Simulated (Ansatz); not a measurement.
```csv
atom,x (Å),y (Å),z (Å)
B,-0.3184,-0.7589,-0.2644
B,-1.2764,0.3267,0.2677
F,0.5369,-1.6983,0.3178
H,-0.3415,-0.7669,-1.4994
H,-2.0579,1.2044,0.4719
```

Geometry: r2SCAN-D4/def2-TZVPD; the highest occupied orbital lies above zero, a sign that basis and functional describe the outermost electron poorly.

Method: isolated molecule in a Gaussian basis; Kohn-Sham density functional theory, functional PBE0 in Ansatz.

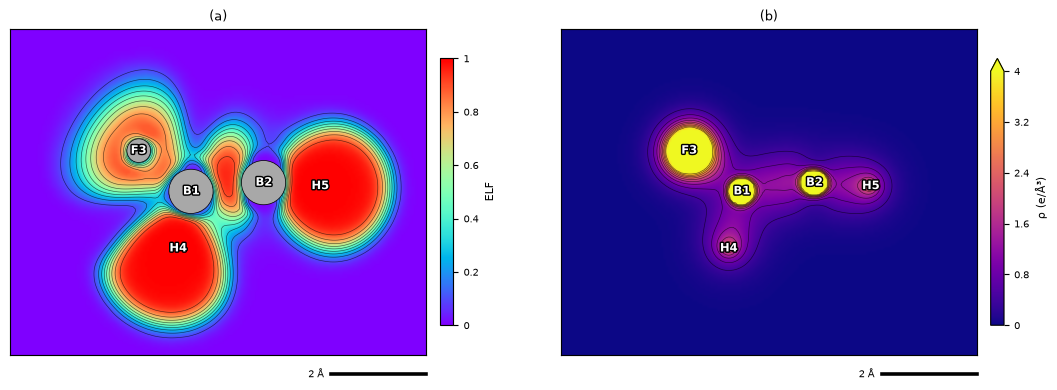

B₂FH₂ (SMILES B=[BH-]F) (charge −1). (a) electron localisation function; (b) electron density on the molecular plane. Grey discs cover the atomic cores in the ELF map.

Q: Interpret the plot.

A:
- The section cuts through B, F and H sites.
- B–F (1.40 Å): ρ at the midpoint is about 1.8 e/Å³; the ELF peaks at about 0.85 between the atoms, as expected for a shared but strongly polarised pair.
- B–B (1.54 Å): the density is about 1.2 e/Å³ at the midpoint; the ELF peaks at about 0.95 between the atoms: a covalent bond.
- B–H (1.19 Å): ρ at the midpoint is about 1.2 e/Å³; the ELF climbs to about 1 towards the hydrogen, as it does in any bond to H: a covalent bond by its length.
- The ELF also peaks beside F3, away from the bonds: lone-pair regions.
